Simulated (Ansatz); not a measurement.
# SiH3F (SiFH3): RPA@PBE/STO-3G

What is the electronic atomisation energy of SiH3F (SiFH3) at RPA@PBE/STO-3G? 

The results are computed with Ansatz 0.2.0.

48 further runs of the same task are left out: 2 that didn't finish, 46 set aside as unsound or not needed.

## (1) The structure to begin with

SiH3F has 5 atoms, charge 0, and is taken as a singlet. SMILES: `[H][Si]([H])([H])F`. The coordinates come from a GFN2-xTB relaxation.

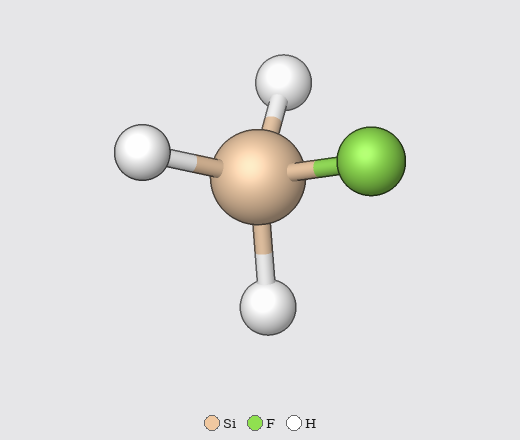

The structure, seen from a chosen angle (silicon light orange, fluorine green, hydrogen white).

## (2) A single-point energy at RPA@PBE/STO-3G

Input file molecule.yaml:

```yaml
crystal:
  periodic: [false, false, false]
  atoms:
    - {symbol: Si, position_ang: [-0.000700, 0.001210, -0.093590]}
    - {symbol: F, position_ang: [0.010860, -0.019140, 1.511980]}
    - {symbol: H, position_ang: [1.400270, 0.011030, -0.482220]}
    - {symbol: H, position_ang: [-0.709280, 1.218920, -0.453380]}
    - {symbol: H, position_ang: [-0.701150, -1.212020, -0.482790]}
basis:
  gaussian:
    orbitals: STO-3G
accuracy: high
correlation:
  method: rpa
  frozen_orbitals: {F: 1, H: 0, Si: 5}
hamiltonian:
  xc: {name: PBE}
```

Launch:

```
$ ansatz run molecule.yaml --threads 1 --pin off --max-ram 2610MiB --events-out events.jsonl --progress --plain --runs-dir runs
```

The program printed:

```text
Warning: RAYON_NUM_THREADS=1 ignored (pool sized by the plan → 1); use --threads N
Functional definition: PBE
  name "PBE"
  parameter kappa = 0.804
  parameter beta = 0.06672455060314922
  exchange = pbe_x(kappa = kappa, mu = beta*pi^2/3)
  correlation = pbe_c(beta = beta)
290 factors; integrals over basis functions are off by at most 3.4e-8 eV
mean field evaluation 1: about -10503.5974 eV, gradient 2.0e1 eV
mean field evaluation 2: about -10503.5545 eV, gradient 2.0e1 eV
mean field evaluation 4: about -10504.8416 eV, gradient 4.0e0 eV
mean field evaluation 8: about -10504.9075 eV, gradient 2.1e-3 eV
mean field -10504.90749042 eV, -386.0482297910 hartree, gradient 6.1e-8 eV, S^2 0.000000; 0 other end points of the search recorded, 0 dependent functions left out
6 core orbitals not correlated: weight in the atoms' cores, before any rotation towards them, 0.999 or more for the frozen orbitals, at most 0.000 for the correlated occupied ones
reference -10486.31435709 eV, -385.3649447439 hartree; 7, 7 occupied and 4, 4 virtual orbitals, 290 factors
Total energy: -10490.11495326 eV, -385.5046140772 hartree
```

Wall time 1.2 s (1 thread of Arm Neoverse V1, shared host); peak memory 0.094 GiB.

## (3) The F atom, same level

Input file input.yaml:

```yaml
crystal:
  periodic: [false, false, false]
  atoms:
    - {symbol: F, position_ang: [0.000000, 0.000000, 0.000000]}
basis:
  gaussian:
    orbitals: STO-3G
magnetization:
  spin_polarized: true
  initial_magnetization: 1
hamiltonian:
  xc: pbe
correlation:
  method: rpa
  frozen_orbitals: {F: 1}
accuracy: high
```

Run the same way, it converges to -98.01752 Eh (log not shown).

## (4) The H atom at the same level

Input file run.yaml:

```yaml
crystal:
  periodic: [false, false, false]
  atoms:
    - {symbol: H, position_ang: [0.000000, 0.000000, 0.000000]}
basis:
  gaussian:
    orbitals: STO-3G
magnetization:
  spin_polarized: true
  initial_magnetization: 1
hamiltonian:
  xc: {name: PBE}
correlation:
  method: rpa
  frozen_orbitals: {H: 0}
accuracy: high
```

Run the same way, it converges to -0.46658 Eh (log not shown).

## (5) The Si atom, same level

Input file input.yaml:

```yaml
crystal:
  periodic: [false, false, false]
  atoms:
    - {symbol: Si, position_ang: [0.000000, 0.000000, 0.000000]}
basis:
  gaussian: {orbitals: STO-3G}
magnetization: {spin_polarized: true, initial_magnetization: 2}
hamiltonian: {xc: pbe}
correlation: {method: rpa, frozen_orbitals: {Si: 5}}
accuracy: high
```

Run the same way, it converges to -285.51519 Eh (log not shown).

## (6) What came out

Level: RPA@PBE/STO-3G, 6 core orbitals frozen.

```
                                  quantity          value
                    molecule: total energy  -385.50461 Eh
molecule: RPA correlation energy (valence)     -139.7 mEh
                      F atom: total energy   -98.01752 Eh
  F atom: RPA correlation energy (valence)      -31.0 mEh
 F atom: ⟨S²⟩ of the reference determinant          0.750
                      H atom: total energy    -0.46658 Eh
            H atom: RPA correlation energy        0.0 mEh
 H atom: ⟨S²⟩ of the reference determinant          0.750
                     Si atom: total energy  -285.51519 Eh
 Si atom: RPA correlation energy (valence)      -51.1 mEh
Si atom: ⟨S²⟩ of the reference determinant          2.000
             electronic atomisation energy      15.569 eV
```

**Reading.** Taking the molecule apart into free atoms costs 15.57 eV (1502 kJ/mol), before zero-point energy and without spin-orbit coupling. In a minimal basis such a difference can be off by several eV, whatever the method.
